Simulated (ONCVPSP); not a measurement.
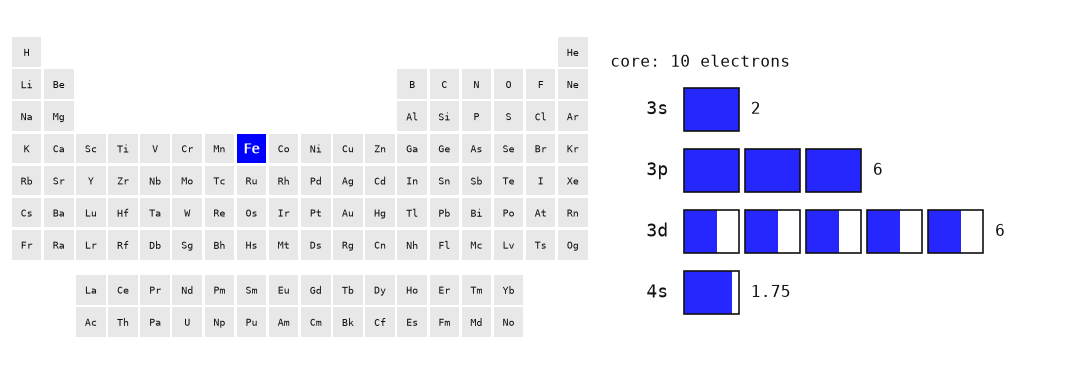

Fig. 1: Left, the place of iron in the periodic table; right, the valence shells of the reference configuration: a box for each of the 2l + 1 orbitals, shaded by the share of the shell that is filled, with the electron count at the right. The shells are those of the unaltered input.

Run report: Fe, pseudopotential generation

Iron (Fe, Z = 26), core [Ne], reference valence 3s2 3p6 3d6 4s1.75 (an ion of charge +0.25), valence charge 16. (This line and the method describe the unaltered input from which the odd one was made.) Level asked for: ONCV potential, PBE, scalar-relativistic, made with ONCVPSP 4.0.1.

### Input
```
# ATOM AND REFERENCE CONFIGURATION
# atsym  z   nc   nv     iexc    psfile
  Fe 26.00    3    4        4      upf
#
#   n    l    f
    1    0    2.00
    2    0    2.00
    2    1    6.00
    3    0    2.00
    3    1    6.00
    3    2    6.00
    4    0    1.75
#
# PSEUDOPOTENTIAL AND OPTIMIZATION
# lmax
    2
#
#   l,   rc,      ep,       ncon, nbas, qcut
    0    1.35    0.00    4    7    9.60
    1    1.20    0.00    4    7   13.40
    2    0.90    0.00    4    8    9.80
#
# LOCAL POTENTIAL
# lloc, lpopt,  rc(5),   dvloc0
    3    5    0.55    6.00
#
# VANDERBILT-KLEINMAN-BYLANDER PROJECTORs
# l, nproj, debl
    0    3    3.70
    1    2    2.50
    2    3    3.70
#
# MODEL CORE CHARGE
# icmod, fcfact, rcfact
    4    0.70    0.00
#
# LOG DERIVATIVE ANALYSIS
# epsh1, epsh2, depsh
   -5.00    5.00    0.04
#
# OUTPUT GRID
# rlmax, drl
    6.00    0.01
#
# TEST CONFIGURATIONS
# ncnf
    4
# nvcnf
#   n    l    f
    4
    3    0    2.00
    3    1    6.00
    3    2    6.00
    4    0    2.00
#
    4
    3    0    2.00
    3    1    6.00
    3    2    6.00
    4    0    1.00
#
    4
    3    0    2.00
    3    1    6.00
    3    2    6.00
    4    0    0.00
#
    4
    3    0    2.00
    3    1    6.00
    3    2    6.00
    4    0    1.50
#
```

Hardware: 1 CPU thread, shared host.

Launched with:
```bash
oncvpsp.x < Fe.dat > Fe.out
```

### The program's output (extracts)
```
ONCVPSP  (Optimized Norm-Conservinng Vanderbilt PSeudopotential)
scalar-relativistic version 4.0.1

ONCVPSP  (Optimized Norm-Conservinng Vanderbilt PSeudopotential)
scalar-relativistic version 4.0.1 03/01/2019

While it is not required under the terms of the GNU GPL, it is
suggested that you cite D. R. Hamann, Phys. Rev. B 88, 085117 (2013)
in any publication utilizing these pseudopotentials.

test_data: must have 0 <= lloc <= lmax or lloc == 4
ERROR: test_data found   1 ERROR; stopping
```

### Outcome

| quantity | value |
| --- | --- |
| outcome | refused by the program |

### What went wrong

One thing in this input was made wrong on purpose: lloc set to 3. The generator stopped with the message “test_data: must have 0 <= lloc <= lmax or lloc == 4”.
